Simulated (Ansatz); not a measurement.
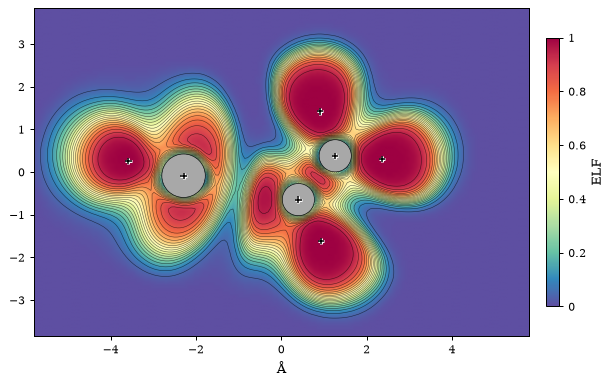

The electron localisation function on a plane through atoms (crosses mark nuclei in the plane; grey discs cover the cores).

Method: RKS PBE0-D4/def2-TZVPPD in Ansatz 0.2.0.

Candidates:
A. C$_{2}$H$_{4}$Cl (charge −1)
B. CHOS (charge −1)

### Which candidate gave the map?

Candidate A: C$_{2}$H$_{4}$Cl on the molecular plane, which holds C, Cl and H. C–C (1.34 Å): the ELF peaks at about 0.90 between the atoms: a short, multiple covalent bond. C–H (1.10 Å): the ELF climbs to about 1 towards the hydrogen, as it does in any bond to H (an ordinary covalent bond to hydrogen).
